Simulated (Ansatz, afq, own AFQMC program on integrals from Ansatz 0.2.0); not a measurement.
# H2OF (doublet): AFQMC on the coupled-cluster ladder at distance O1–H3 along a hydrogen transfer = 1.126 Å, cc-pVTZ

Aim: compute H2OF (doublet) with auxiliary-field quantum Monte Carlo on the same integrals as coupled cluster, and set the energies side by side.

Program: Ansatz 0.2.0, Gaussian basis, and an in-house AFQMC program (afq) on its integrals; all values are calculated. Level of theory: cc-pVTZ, frozen cores. These are calculated values, not measurements.

To be run: CCSD(T) on UHF; PBE (unrestricted); r2SCAN (unrestricted); PBE0 (unrestricted); B3LYP (unrestricted); wB97M-V (unrestricted); B2PLYP (unrestricted); Phaseless AFQMC, CISD trial on UHF.

## (1) The geometry

The geometry derives from fragments relaxed apart (PBE0/def2-TZVP) and kept rigid, so it is no stationary point. A hydrogen atom is moved between rigid fragments.

4 atoms, charge 0, spin multiplicity 2.

Atoms are counted from 1 here; the program's logs count them from 0.

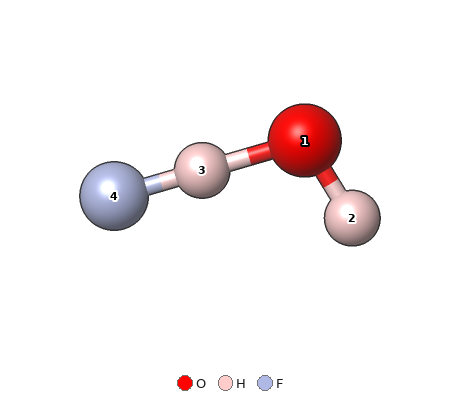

The structure; oxygen red, hydrogen pink, fluorine light blue; atoms are numbered from 1 in the order of the file.

## (2) CCSD(T) on UHF

in.yaml

```yaml
crystal:
  periodic: [false, false, false]
  atoms:
    - {symbol: O, position_ang: [-1.097657, -0.025232, 0.000000]}
    - {symbol: H, position_ang: [-1.346966, 0.901344, 0.000000]}
    - {symbol: H, position_ang: [0.028343, -0.025232, 0.000000]}
    - {symbol: F, position_ang: [0.994343, -0.025232, 0.000000]}
basis:
  gaussian: {orbitals: cc-pVTZ}
magnetization: {spin_polarized: true, initial_magnetization: 1}
correlation: {method: ccsd_t, electrons: outside_noble_gas, hamiltonian_folder: ham}
```

Run with:

```console
> ansatz run in.yaml --threads 1 --pin off --events-out ev --progress --plain --max-ram 16896MiB --backend cuda --devices 0, --max-vram 18GiB
```

The log of the run (excerpt; [...] marks lines left out):

```text
Functional definition: HF
  name "HF"
  cite "Fock, Z. Phys. 61, 126 (1930) doi:10.1007/BF01340294"
  parent pbe
[...]
539 factors; integrals over basis functions are off by at most 1.0e-3 eV
[...]
mean field -4773.87431290 eV, -175.4366451508 hartree, gradient 2.3e-6 eV, S^2 0.756247; 8 other end points of the search recorded, 0 dependent functions left out
determinant -4773.87431290 eV, -175.4366451508 hartree, with singles and doubles -4787.31213583 eV, -175.9304760351 hartree
determinant -4773.54887191 eV, -175.4246854149 hartree, with singles and doubles -4787.26914370 eV, -175.9288961033 hartree
determinant -4770.89747595 eV, -175.3272484108 hartree, with singles and doubles -4784.24090021 eV, -175.8176102079 hartree
determinant -4773.87431290 eV, -175.4366451508 hartree, with singles and doubles -4787.31314615 eV, -175.9305131638 hartree
determinant -4773.54887191 eV, -175.4246854149 hartree, with singles and doubles -4787.27049328 eV, -175.9289456995 hartree
2 core orbitals not correlated: weight in the atoms' cores, before any rotation towards them, 1.000 or more for the frozen orbitals, at most 0.000 for the correlated occupied ones
reference -4773.87431290 eV, -175.4366451508 hartree; 8, 7 occupied and 78, 79 virtual orbitals, 539 factors
second order -13.03679449 eV of doubles, -0.00000000 eV of singles
cycle   1  -13.43883443 eV  change   -1.2e-6 eV  update   2.7e-6
perturbative correction -0.34775235 eV, -0.0127796632 hartree
Total energy: -4787.66089968 eV, -175.9432928700 hartree
```

Wall time 6 s (1 × NVIDIA H100 80GB HBM3 with 1 thread of AMD EPYC 7R13 (Zen 3), shared host); peak host memory 1.8 GiB.

From the report: ⟨S²⟩ of the determinant 0.756 (pure doublet: 0.75); correlation -13.7866 eV; T1 0.018; largest double amplitude 0.03.

This run also writes the integrals to the folder ham.

## (3) PBE (unrestricted)

Edit in.yaml of step 2 so:

```diff
@@ -10,2 +10,3 @@
 magnetization: {spin_polarized: true, initial_magnetization: 1}
-correlation: {method: ccsd_t, electrons: outside_noble_gas, hamiltonian_folder: ham}
+hamiltonian: {xc: {name: PBE}}
+output: {orbitals: {seedname: orbitals}}
```

Run with:

```console
> ansatz run in.yaml --threads 1 --pin off --events-out ev --progress --plain --max-ram 5632MiB --backend cpu
```

The log of the run (excerpt; [...] marks lines left out):

```text
Functional definition: PBE
  name "PBE"
  cite "Perdew, Burke & Ernzerhof, Phys. Rev. Lett. 77, 3865 (1996) doi:10.1103/PhysRevLett.77.3865"
  parent pbe
[...]
433 factors; their error is unknown
[...]
mean field -4790.57519063 eV, -176.0503910873 hartree, gradient 6.3e-6 eV, S^2 0.752256; 9 other end points of the search recorded, 0 dependent functions left out
reference -4790.57520632 eV, -176.0503916639 hartree; 10, 9 occupied and 78, 79 virtual orbitals, 433 factors
Total energy: -4790.57520632 eV, -176.0503916639 hartree
```

It took 8 s on 1 thread of AMD EPYC 7R13 (Zen 3), shared host; peak memory 1.8 GiB.

From the report: ⟨S²⟩ of the determinant 0.752 (pure doublet: 0.75).

## (4) r2SCAN (unrestricted)

Edit in.yaml of step 3 so:

```diff
@@ -10,3 +10,2 @@
 magnetization: {spin_polarized: true, initial_magnetization: 1}
-hamiltonian: {xc: {name: PBE}}
-output: {orbitals: {seedname: orbitals}}
+hamiltonian: {xc: {name: r2SCAN}}
```

Launched as before.

The log of the run (excerpt; [...] marks lines left out):

```text
Functional definition: r2SCAN
  name "r2SCAN"
  cite "Furness, Kaplan, Ning, Perdew & Sun, J. Phys. Chem. Lett. 11, 8208 (2020) doi:10.1021/acs.jpclett.0c02405"
  cite "Furness, Kaplan, Ning, Perdew & Sun, J. Phys. Chem. Lett. 11, 9248 (2020) doi:10.1021/acs.jpclett.0c03077"
  parent r2scan
[...]
433 factors; their error is unknown
[...]
mean field -4793.23550944 eV, -176.1481560001 hartree, gradient 7.1e-6 eV, S^2 0.754989; 7 other end points of the search recorded, 0 dependent functions left out
reference -4793.23551392 eV, -176.1481561649 hartree; 10, 9 occupied and 78, 79 virtual orbitals, 433 factors
Total energy: -4793.23551392 eV, -176.1481561649 hartree
```

Wall time 19 s (1 thread of AMD EPYC 7R13 (Zen 3), shared host); peak memory 1.8 GiB.

From the report: ⟨S²⟩ of the determinant 0.755 (pure doublet: 0.75).

## (5) PBE0 (unrestricted)

Edit in.yaml of step 4 so:

```diff
@@ -10,2 +10,3 @@
 magnetization: {spin_polarized: true, initial_magnetization: 1}
-hamiltonian: {xc: {name: r2SCAN}}
+hamiltonian: {xc: {name: PBE0}}
+output: {orbitals: {seedname: orbitals}}
```

Launched as before.

The log of the run (excerpt; [...] marks lines left out):

```text
Functional definition: PBE0
  name "PBE0"
  cite "Adamo & Barone, J. Chem. Phys. 110, 6158 (1999) doi:10.1063/1.478522"
  cite "Perdew, Burke & Ernzerhof, Phys. Rev. Lett. 77, 3865 (1996) doi:10.1103/PhysRevLett.77.3865"
  parent pbe
[...]
433 factors; their error is unknown
[...]
mean field -4790.45184190 eV, -176.0458581048 hartree, gradient 5.1e-6 eV, S^2 0.755589; 4 other end points of the search recorded, 0 dependent functions left out
reference -4790.45185262 eV, -176.0458584990 hartree; 10, 9 occupied and 78, 79 virtual orbitals, 433 factors
Total energy: -4790.45185262 eV, -176.0458584990 hartree
```

It took 7.5 s on 1 thread of AMD EPYC 7R13 (Zen 3), shared host; peak memory 1.8 GiB.

From the report: ⟨S²⟩ of the determinant 0.756 (pure doublet: 0.75).

## (6) B3LYP (unrestricted)

Edit in.yaml of step 5 so:

```diff
@@ -10,3 +10,2 @@
 magnetization: {spin_polarized: true, initial_magnetization: 1}
-hamiltonian: {xc: {name: PBE0}}
-output: {orbitals: {seedname: orbitals}}
+hamiltonian: {xc: {name: B3LYP}}
```

Same command.

The log of the run (excerpt; [...] marks lines left out):

```text
Functional definition: B3LYP
  name "B3LYP"
  cite "Stephens, Devlin, Chabalowski & Frisch, J. Phys. Chem. 98, 11623 (1994) doi:10.1021/j100096a001"
  cite "Becke, Phys. Rev. A 38, 3098 (1988) doi:10.1103/PhysRevA.38.3098"
  cite "Lee, Yang & Parr, Phys. Rev. B 37, 785 (1988) doi:10.1103/PhysRevB.37.785"
  cite "Vosko, Wilk & Nusair, Can. J. Phys. 58, 1200 (1980) doi:10.1139/p80-159"
[...]
433 factors; their error is unknown
[...]
mean field -4795.37159718 eV, -176.2266557769 hartree, gradient 3.8e-6 eV, S^2 0.754682; 4 other end points of the search recorded, 0 dependent functions left out
reference -4795.37171538 eV, -176.2266601205 hartree; 10, 9 occupied and 78, 79 virtual orbitals, 433 factors
Total energy: -4795.37171538 eV, -176.2266601205 hartree
```

Run time: 7 s. Hardware: 1 thread of AMD EPYC 7R13 (Zen 3), shared host; peak memory 1.8 GiB.

From the report: ⟨S²⟩ of the determinant 0.755 (pure doublet: 0.75).

## (7) wB97M-V (unrestricted)

Edit in.yaml of step 6 so:

```diff
@@ -10,2 +10,3 @@
 magnetization: {spin_polarized: true, initial_magnetization: 1}
-hamiltonian: {xc: {name: B3LYP}}
+hamiltonian: {xc: {name: wB97M-V}}
+output: {orbitals: {seedname: orbitals}}
```

The command is unchanged.

The log of the run (excerpt; [...] marks lines left out):

```text
Functional definition: wB97M-V
  name "wB97M-V"
  cite "Mardirossian & Head-Gordon, J. Chem. Phys. 144, 214110 (2016) doi:10.1063/1.4952647"
  cite "Becke, J. Chem. Phys. 107, 8554 (1997) doi:10.1063/1.475007"
  cite "Vydrov & Van Voorhis, J. Chem. Phys. 133, 244103 (2010) doi:10.1063/1.3521275"
  # Of w^i u^j: cxij and so on, Table III.
[...]
  gx(w, u) = 1 - cx + cx01*u + cx10*w
  gss(w, u) = css00 + css04*u^4 + css10*w + css20*w^2 + css43*w^4*u^3
  gos(w, u) = cos00 + cos10*w + (cos20 + cos21*u)*w^2 + (cos60 + cos61*u)*w^6
[...]
      + integral(e_c_pw_mod_opposite_spin*gos(b97_w_opposite, b97_u_opposite)) + vv10(b, c)
433 factors; their error is unknown
96 factors; integrals over basis functions are off by at most 1.0e-5 eV
[...]
mean field -4793.58590350 eV, -176.1610327443 hartree, gradient 7.5e-6 eV, S^2 0.754990; 1 other end points of the search recorded, 0 dependent functions left out
reference -4793.58592223 eV, -176.1610334326 hartree; 10, 9 occupied and 78, 79 virtual orbitals, 433 factors
Total energy: -4793.58592223 eV, -176.1610334326 hartree
```

Wall time 9.5 s (1 thread of AMD EPYC 7R13 (Zen 3), shared host); peak memory 1.8 GiB.

From the report: ⟨S²⟩ of the determinant 0.755 (pure doublet: 0.75).

## (8) B2PLYP (unrestricted)

Edit in.yaml of step 7 so:

```diff
@@ -10,3 +10,3 @@
 magnetization: {spin_polarized: true, initial_magnetization: 1}
-hamiltonian: {xc: {name: wB97M-V}}
-output: {orbitals: {seedname: orbitals}}
+hamiltonian: {xc: {name: B2PLYP}}
+correlation: {electrons: outside_noble_gas}
```

Launched as before.

The log of the run (excerpt; [...] marks lines left out):

```text
Functional definition: B2PLYP
  name "B2PLYP"
  cite "Grimme, J. Chem. Phys. 124, 034108 (2006) doi:10.1063/1.2148954"
  cite "Becke, Phys. Rev. A 38, 3098 (1988) doi:10.1103/PhysRevA.38.3098"
  cite "Lee, Yang & Parr, Phys. Rev. B 37, 785 (1988) doi:10.1103/PhysRevB.37.785"
[...]
539 factors; integrals over basis functions are off by at most 1.0e-3 eV
[...]
mean field -4788.11810894 eV, -175.9600950006 hartree, gradient 9.6e-6 eV, S^2 0.753844; 2 other end points of the search recorded, 0 dependent functions left out
2 core orbitals not correlated: weight in the atoms' cores, before any rotation towards them, 1.000 or more for the frozen orbitals, at most 0.000 for the correlated occupied ones
reference -4788.11818749 eV, -175.9600978873 hartree; 8, 7 occupied and 78, 79 virtual orbitals, 539 factors
second order -15.38971883 eV of doubles, -0.00000000 eV of singles
Total energy: -4792.27341158 eV, -176.1127995558 hartree
```

Run time: 4.9 s. Hardware: 1 thread of AMD EPYC 7R13 (Zen 3), shared host; peak memory 1.8 GiB.

From the report: ⟨S²⟩ of the determinant 0.754 (pure doublet: 0.75).

## (9) Phaseless AFQMC, CISD trial on UHF

It reads the integrals that the CCSD(T) run on this determinant wrote.

Run with:

```console
> afq ham --method phaseless --trial cisd --walkers 1400 --populations 20 --least-time 60 --time-step 0.005 --steps-per-block 50 --equilibration-blocks 28 --max-blocks 4000 --target-error 0.00023 --factor-cut 1e-05 --start spin_pure --seed 5422 --release-times 0.24,0.51,0.99,1.5 --release-step 0.03 --release-every 4 --taylor-order 6
```

The log of the run:

```text
orbitals 86  electrons 8 7  factors 538 of 539
reference energy -175.43664515 Eh
CCSD correlation -0.49386803 Eh in 14 cycles, weight of the determinant in the CISD state 0.9000
energy of the start -175.930222 Eh
 block  time / (1/Eh)  mean weight  energy / Eh
     1     0.250  0.9989  -175.929941
     2     0.500  0.9995  -175.936586
     3     0.750  1.0003  -175.941084
     4     1.000  1.0002  -175.943945
     5     1.250  0.9991  -175.943952
     6     1.500  1.0008  -175.944193
     7     1.750  1.0001  -175.941370
     8     2.000  0.9996  -175.943366
     9     2.250  1.0004  -175.942949
    10     2.500  0.9996  -175.943295
    12     3.000  0.9988  -175.943148
    23     5.750  1.0000  -175.942035
    34     8.500  1.0007  -175.944017
    45    11.250  0.9999  -175.944990
    56    14.000  0.9994  -175.943540
    67    16.750  1.0002  -175.941183
    78    19.500  1.0010  -175.941957
    89    22.250  1.0013  -175.942743
   100    25.000  0.9999  -175.946644
   111    27.750  1.0007  -175.944874
   122    30.500  1.0013  -175.945059
   133    33.250  1.0002  -175.943605
   144    36.000  0.9991  -175.943550
   155    38.750  0.9999  -175.945676
   166    41.500  1.0008  -175.944559
   177    44.250  0.9997  -175.947203
   188    47.000  1.0001  -175.943870
   199    49.750  1.0013  -175.944558
   210    52.500  1.0010  -175.941152
   221    55.250  1.0002  -175.945276
   232    58.000  1.0002  -175.946812
   243    60.750  0.9999  -175.944585
   254    63.500  0.9992  -175.943295
   265    66.250  0.9992  -175.937786
   276    69.000  0.9995  -175.941611
   287    71.750  1.0002  -175.945951
   298    74.500  1.0006  -175.945238
   309    77.250  1.0005  -175.948115
   320    80.000  1.0002  -175.940983
   331    82.750  1.0012  -175.942674
   342    85.500  1.0013  -175.945960
   353    88.250  1.0010  -175.943427
   364    91.000  1.0002  -175.949088
   375    93.750  1.0004  -175.944710
   386    96.500  0.9994  -175.939272
   397    99.250  0.9992  -175.944229
   408   102.000  1.0003  -175.944970
   419   104.750  0.9999  -175.946796
   430   107.500  0.9990  -175.944029
   441   110.250  0.9984  -175.943529
   452   113.000  1.0011  -175.944876
   463   115.750  0.9987  -175.949368
error from the spread of 20 populations
released: time / (1/Eh)  energy / Eh  error  mean overlap
  0.24  -175.965824  0.020404  0.9951
  0.51  -175.946511  0.000211  0.9818
  0.99  -175.945254  0.001494  0.9690
  1.50  -175.946650  0.000425  0.9576
energy -175.944446 +/- 0.000149 Eh
```

It took 4 min on 1 × NVIDIA H100 80GB HBM3 with 2 threads of AMD EPYC 7R13 (Zen 3), shared host; peak host memory 1.8 GiB.

Energy -4787.6923 ± 0.0040 eV. Caveats: constraint bias not in the error.

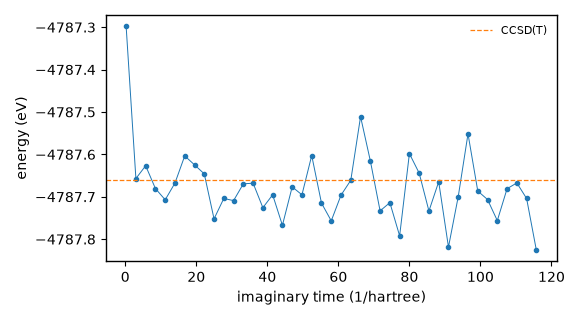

Block energies along the walk.

## (10) All levels side by side

On the UHF determinant, counted from CCSD(T) (a yardstick, not exact):

| level | energy (eV) | from CCSD(T) (meV) | statistical error (meV) | time |
| --- | --- | --- | --- | --- |
| HF | -4773.8743 | +13786.6 |  |  |
| MP2 | -4786.9111 | +749.8 |  |  |
| CCSD | -4787.3131 | +347.8 |  |  |
| CCSD(T) | -4787.6609 | 0.0 |  |  |
| Phaseless AFQMC, CISD trial, step 0.005, 1400 walkers | -4787.6923 | -31.4 | 4.0 | 4 min |

The functionals' totals stand on their own zeros and serve differences with other points: PBE -4790.575 eV; r2SCAN -4793.236 eV; PBE0 -4790.452 eV; B3LYP -4795.372 eV; wB97M-V -4793.586 eV; B2PLYP -4792.273 eV.

## (11) Outcome

| quantity | value |
| --- | --- |
| Phaseless AFQMC, CISD trial on UHF from CCSD(T) | -31.4 ± 4.0 meV |

On UHF the phaseless walk with the CISD trial lies -31.4 meV from CCSD(T), 8 times its error bar. Error bars are statistical and leave out the constraint, the time step and what remains of the start.
